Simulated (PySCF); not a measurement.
## Geometry relaxation of CH$_{10}$Ga$_{2}$N$_{2}$O (part 2 of 2)

Continued. System: CH$_{10}$Ga$_{2}$N$_{2}$O, SMILES C[O][GaH-]1[NH2+][GaH2-][NH2+]1. Method: PBE0-D3(BJ)/def2-SVP geometry optimisation, gas phase (PySCF 2.14.0). 

Geometry of the input (Å):
```
N  -0.7281  1.5546  0.3117
Ga -0.0430  1.2116  2.1521
N  1.0228  -0.3089  1.3949
Ga 0.6944  0.3501  -0.4850
O  -0.1279  -0.9086  -1.3555
C  -0.5464  -1.8472  -2.3038
H  -0.7749  2.5378  -0.0366
H  -1.6707  1.2028  0.1558
H  0.8931  2.3647  2.6178
H  -1.1681  0.6660  3.0652
H  0.5988  -1.2217  1.5730
H  2.0252  -0.4128  1.6856
H  1.8040  1.1100  -1.1114
H  -1.6051  -1.6719  -2.5572
H  -0.4508  -2.8696  -1.8867
H  0.0653  -1.7682  -3.1978
```

Trajectory as extended XYZ, continued
```
16
Properties=species:S:1:pos:R:3:forces:R:3 step=9 energy=-110947.61533
N    -0.7455    1.5374    0.3375   -0.0369   0.0075  -0.0036
Ga   -0.0528    1.2427    2.2121   -0.0092   0.0282   0.0497
N     0.9885   -0.2890    1.4057   -0.0001  -0.0107  -0.0022
Ga    0.5128    0.2113   -0.4707   -0.0015  -0.0275  -0.0586
O    -0.5525   -1.1334   -1.0440    0.0236   0.0207   0.0103
C    -0.4559   -1.7683   -2.2765   -0.0429  -0.0140   0.0415
H    -0.6940    2.4924   -0.0141    0.0277   0.0024   0.0050
H    -1.7082    1.2259    0.1993    0.0047  -0.0022  -0.0005
H     0.9512    2.4018    2.5558    0.0074  -0.0046  -0.0090
H    -1.1878    0.7204    3.1609   -0.0052  -0.0204  -0.0214
H     0.6039   -1.2094    1.6237    0.0068  -0.0019  -0.0003
H     1.9818   -0.3241    1.6297    0.0052   0.0173   0.0029
H     1.6598    0.7786   -1.3720    0.0028   0.0044   0.0156
H    -1.4040   -1.6835   -2.8427    0.0080   0.0010  -0.0163
H    -0.2542   -2.8507   -2.1546    0.0097   0.0012  -0.0092
H     0.3453   -1.3635   -2.9280    0.0001  -0.0015  -0.0039
16
Properties=species:S:1:pos:R:3:forces:R:3 step=10 energy=-110947.61693
N    -0.7357    1.5460    0.3302   -0.0144   0.0076  -0.0002
Ga   -0.0664    1.2344    2.2107    0.0026   0.0273   0.0402
N     1.0005   -0.2790    1.4011    0.0186  -0.0036   0.0024
Ga    0.5191    0.2136   -0.4755    0.0249   0.0173  -0.0507
O    -0.5508   -1.1293   -1.0352   -0.0363  -0.0444  -0.0129
C    -0.4652   -1.7745   -2.2631   -0.0030   0.0077   0.0259
H    -0.6682    2.5029   -0.0140    0.0105  -0.0074   0.0080
H    -1.6997    1.2447    0.1802    0.0005   0.0057  -0.0083
H     0.9220    2.3974    2.5849    0.0092  -0.0023  -0.0115
H    -1.2088    0.6902    3.1377   -0.0070  -0.0221  -0.0243
H     0.6332   -1.2063    1.6195    0.0074  -0.0040  -0.0031
H     1.9949   -0.2948    1.6245   -0.0125   0.0123   0.0055
H     1.6590    0.7671   -1.3952    0.0044   0.0122   0.0326
H    -1.4148   -1.6908   -2.8266   -0.0038   0.0027  -0.0015
H    -0.2645   -2.8562   -2.1354    0.0024  -0.0046  -0.0006
H     0.3338   -1.3767   -2.9221   -0.0036  -0.0044  -0.0015
16
Properties=species:S:1:pos:R:3:forces:R:3 step=11 energy=-110947.61860
N    -0.7226    1.5571    0.3192    0.0141   0.0042   0.0020
Ga   -0.0849    1.2222    2.2072    0.0149   0.0156   0.0151
N     1.0173   -0.2652    1.3940    0.0331   0.0034   0.0063
Ga    0.5299    0.2189   -0.4833    0.0306   0.0472  -0.0208
O    -0.5481   -1.1239   -1.0218   -0.0661  -0.0863  -0.0178
C    -0.4785   -1.7834   -2.2424    0.0260   0.0315  -0.0176
H    -0.6353    2.5167   -0.0132   -0.0096  -0.0136   0.0079
H    -1.6873    1.2684    0.1514   -0.0041   0.0144  -0.0131
H     0.8836    2.3892    2.6192    0.0062   0.0014  -0.0082
H    -1.2378    0.6452    3.1002   -0.0072  -0.0173  -0.0209
H     0.6733   -1.2019    1.6102    0.0068  -0.0040  -0.0037
H     2.0114   -0.2547    1.6201   -0.0255   0.0045   0.0050
H     1.6643    0.7605   -1.4170    0.0051   0.0154   0.0362
H    -1.4314   -1.6989   -2.8002   -0.0150  -0.0033   0.0099
H    -0.2814   -2.8649   -2.1079   -0.0058  -0.0050   0.0156
H     0.3162   -1.3965   -2.9135   -0.0037  -0.0082   0.0040
16
Properties=species:S:1:pos:R:3:forces:R:3 step=12 energy=-110947.61998
N    -0.7078    1.5697    0.3065    0.0294  -0.0008   0.0013
Ga   -0.1047    1.2077    2.2014    0.0207   0.0004  -0.0088
N     1.0362   -0.2500    1.3856    0.0310   0.0064   0.0065
Ga    0.5443    0.2278   -0.4924    0.0078   0.0396   0.0025
O    -0.5437   -1.1165   -1.0087   -0.0646  -0.0654  -0.0078
C    -0.4948   -1.7938   -2.2197    0.0535   0.0198  -0.0451
H    -0.6016    2.5324   -0.0111   -0.0190  -0.0104   0.0039
H    -1.6725    1.2946    0.1175   -0.0059   0.0157  -0.0101
H     0.8412    2.3782    2.6544   -0.0001   0.0039  -0.0025
H    -1.2690    0.5927    3.0526   -0.0057  -0.0081  -0.0121
H     0.7173   -1.1964    1.5971    0.0028  -0.0021  -0.0017
H     2.0282   -0.2116    1.6176   -0.0213  -0.0019   0.0021
H     1.6761    0.7632   -1.4319    0.0061   0.0126   0.0257
H    -1.4533   -1.7121   -2.7685   -0.0165   0.0004   0.0238
H    -0.3017   -2.8743   -2.0718   -0.0130  -0.0063   0.0159
H     0.2942   -1.4231   -2.9067   -0.0055  -0.0037   0.0064
16
Properties=species:S:1:pos:R:3:forces:R:3 step=13 energy=-110947.62058
N    -0.6999    1.5761    0.2986    0.0211  -0.0007  -0.0034
Ga   -0.1145    1.1998    2.1964    0.0165  -0.0071  -0.0139
N     1.0472   -0.2416    1.3811    0.0182   0.0042   0.0053
Ga    0.5529    0.2334   -0.4971   -0.0167   0.0090   0.0083
O    -0.5407   -1.1136   -1.0011   -0.0183  -0.0255   0.0122
C    -0.5030   -1.8004   -2.2067    0.0247   0.0149  -0.0497
H    -0.5862    2.5405   -0.0106   -0.0121  -0.0038   0.0003
H    -1.6642    1.3081    0.0977   -0.0038   0.0086  -0.0020
H     0.8179    2.3726    2.6706   -0.0042   0.0037   0.0017
H    -1.2852    0.5636    3.0227   -0.0036  -0.0013  -0.0040
H     0.7413   -1.1930    1.5894   -0.0012   0.0008   0.0007
H     2.0372   -0.1888    1.6177   -0.0086  -0.0027  -0.0013
H     1.6857    0.7698   -1.4339    0.0055   0.0065   0.0104
H    -1.4662   -1.7172   -2.7474   -0.0091  -0.0054   0.0122
H    -0.3157   -2.8812   -2.0522   -0.0078   0.0016   0.0163
H     0.2819   -1.4393   -2.9032   -0.0007  -0.0028   0.0071
16
Properties=species:S:1:pos:R:3:forces:R:3 step=14 energy=-110947.62075
N    -0.6983    1.5777    0.2961    0.0070   0.0019  -0.0055
Ga   -0.1156    1.1984    2.1941    0.0090  -0.0055  -0.0066
N     1.0498   -0.2400    1.3800    0.0062   0.0017   0.0031
Ga    0.5542    0.2348   -0.4980   -0.0236  -0.0092   0.0015
O    -0.5409   -1.1136   -0.9994    0.0020   0.0097   0.0099
C    -0.5047   -1.8020   -2.2043    0.0134  -0.0084  -0.0185
H    -0.5843    2.5425   -0.0114   -0.0022   0.0003  -0.0011
H    -1.6627    1.3116    0.0932   -0.0014   0.0015   0.0032
H     0.8131    2.3725    2.6726   -0.0044   0.0023   0.0025
H    -1.2884    0.5579    3.0142   -0.0017   0.0005  -0.0008
H     0.7459   -1.1922    1.5877   -0.0026   0.0018   0.0019
H     2.0392   -0.1851    1.6178    0.0008  -0.0012  -0.0028
H     1.6888    0.7734   -1.4310    0.0042   0.0022   0.0025
H    -1.4696   -1.7217   -2.7425   -0.0009   0.0016   0.0077
H    -0.3178   -2.8822   -2.0449   -0.0040  -0.0009   0.0006
H     0.2796   -1.4436   -2.9024   -0.0018   0.0017   0.0022
16
Properties=species:S:1:pos:R:3:forces:R:3 step=15 energy=-110947.62080
N    -0.6987    1.5775    0.2954   -0.0006   0.0021  -0.0050
Ga   -0.1147    1.1996    2.1932    0.0045  -0.0019   0.0003
N     1.0500   -0.2398    1.3805    0.0003   0.0015   0.0020
Ga    0.5534    0.2343   -0.4976   -0.0174  -0.0123  -0.0045
O    -0.5405   -1.1151   -0.9991    0.0127   0.0080   0.0079
C    -0.5038   -1.8032   -2.2045   -0.0058  -0.0014  -0.0043
H    -0.5859    2.5421   -0.0130    0.0025   0.0012  -0.0013
H    -1.6633    1.3112    0.0938   -0.0002  -0.0010   0.0043
H     0.8129    2.3748    2.6711   -0.0030   0.0011   0.0017
H    -1.2877    0.5599    3.0136   -0.0008   0.0001  -0.0008
H     0.7451   -1.1914    1.5892   -0.0020   0.0015   0.0020
H     2.0395   -0.1856    1.6177    0.0034  -0.0003  -0.0027
H     1.6891    0.7739   -1.4288    0.0028   0.0008   0.0008
H    -1.4692   -1.7215   -2.7414    0.0017  -0.0013  -0.0019
H    -0.3184   -2.8838   -2.0455    0.0011   0.0019   0.0006
H     0.2804   -1.4444   -2.9024    0.0008   0.0000   0.0008
```

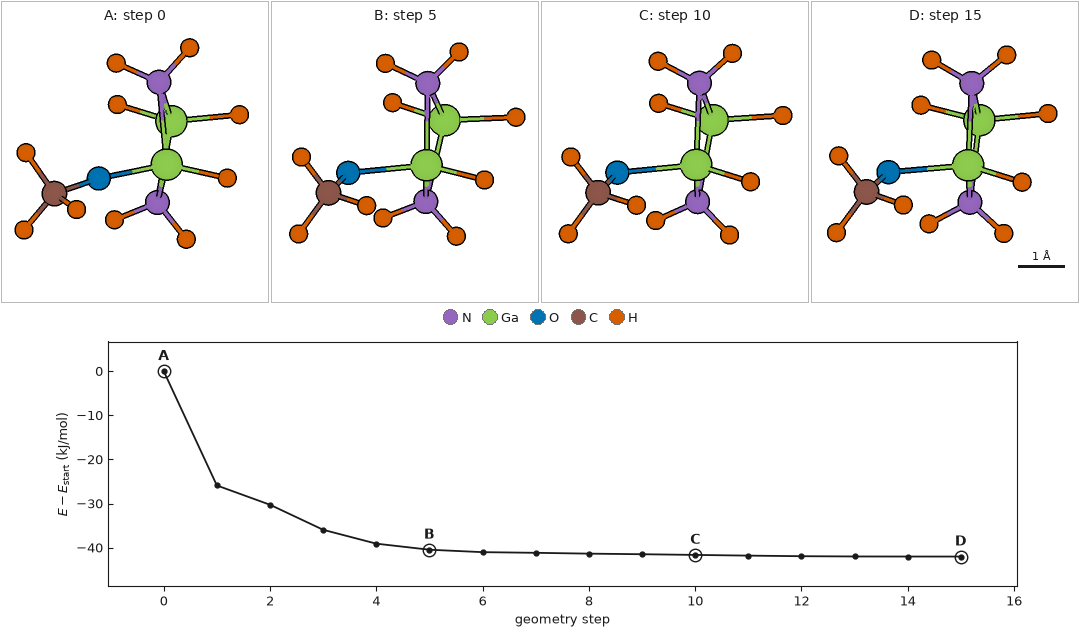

Fig. 1: Frames of the relaxation (ball-and-stick view, seen at an oblique angle) above the curves, on which the letters mark them (steps are counted from 0).

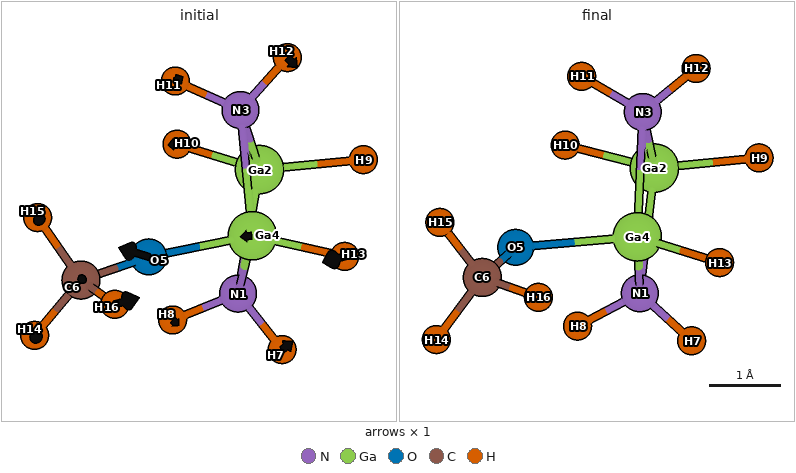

Fig. 2: Before (left) and after (right) the relaxation, at one scale (ball-and-stick view, seen at an oblique angle). The black arrows give the displacements, at true length. Over 15 geometry steps the energy falls by 42.0 kJ/mol. The largest force component goes from 1.4 to 0.017 eV/Å. The largest move after the best rigid fit is that of O5, 0.59 Å. Largest moves by element: O 0.59 Å, H 0.49 Å, Ga 0.19 Å, C 0.11 Å, N 0.07 Å. Among the contacts that change: Ga4–H13 1.484 → 1.565 Å, Ga4–O5 1.737 → 1.808 Å, N3–H12 1.049 → 1.019 Å, N1–Ga2 1.994 → 2.021 Å. Among the angles that change: Ga4–O5–C6 165.4° → 126.5°, N1–Ga4–H13 112.7° → 117.3°, H9–Ga2–H10 121.4° → 126.0°. (Atoms are counted from 1 in the order of the input.)

Summary

- outcome: converged
- total energy: −4077.249895 hartree
- dipole moment: 1.02 D
- point group: Cs
- hardware: 1 CPU thread, shared host
- wall time: 4.6 min
- peak memory: 0.88 GiB
